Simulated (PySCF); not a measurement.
H10Si4, SMILES `[SiH3][SiH2][SiH2][SiH3]`.

Computed with PySCF, PBE0/def2-TZVP, geometry: GFN2-xTB. No frequency check shows the geometry to be a minimum. A basis without diffuse functions makes polarisabilities too small.

Geometry (Å), atoms numbered from 1:

```
Si1      2.3606    0.8880   -0.1836
Si2      1.0860   -0.9454    0.4183
Si3     -1.0844   -0.9450   -0.4183
Si4     -2.3619    0.8865    0.1839
H5       2.4905    0.9989   -1.6390
H6       1.7324    2.1319    0.2712
H7       3.7236    0.8939    0.3514
H8       1.7931   -2.1850    0.0559
H9       1.0173   -1.0263    1.8883
H10     -1.0159   -1.0248   -1.8884
H11     -1.7900   -2.1862   -0.0584
H12     -3.7379    0.8686   -0.3163
H13     -2.4569    1.0219    1.6402
H14     -1.7610    2.1292   -0.3091
```

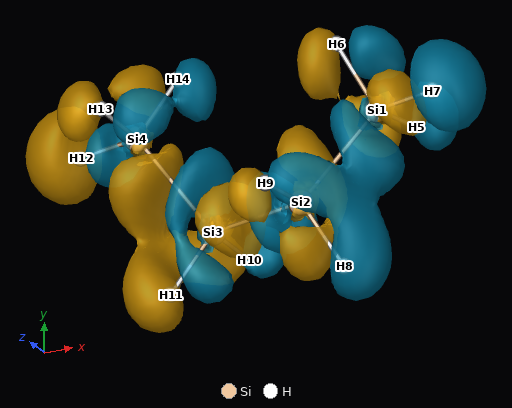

Change of the electron density in a uniform field of 0.21 V/Å, surfaces at ±0.002 e/Å³ (yellow: gain, teal: loss).

**Along which Cartesian direction does the field point?**

Along +x: electrons gather on the −x side, against the field.

**What dipole is induced, and what polarisability does it imply?**

The induced dipole is 1.43 D (along the field); α along this axis, from the fields in both directions, is 141 bohr³ (20.9 Å³).

**Which atoms gain and lose the most charge?**

Electrons gather most on H12 (Hirshfeld charge changes by −0.013 e) and leave H7 most (+0.013 e); 0.103 electrons are displaced in all.
